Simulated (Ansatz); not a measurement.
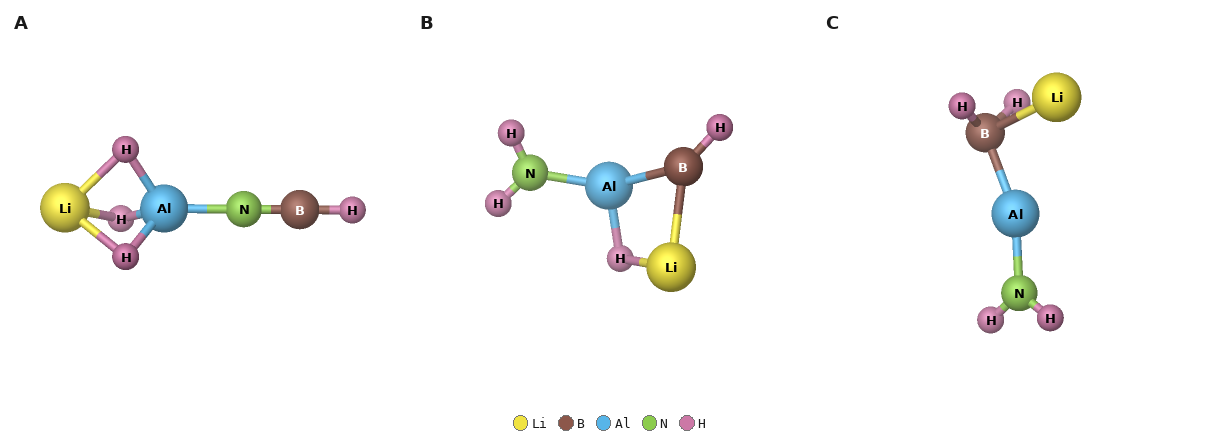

3 stationary structures of one formula. Geometries: PBE0-D4/def2-TZVP. Electronic energies: PBE0-D4/def2-TZVP (Ansatz 0.2.0), without zero-point energy. No frequency run is at hand to confirm each as a minimum. Each is one conformer, not always the lowest.

### Rank them by energy, lowest first.

A is lowest (C3v); C lies 164.9 kJ/mol above it (Cs), B lies 271.6 kJ/mol above it (C1).
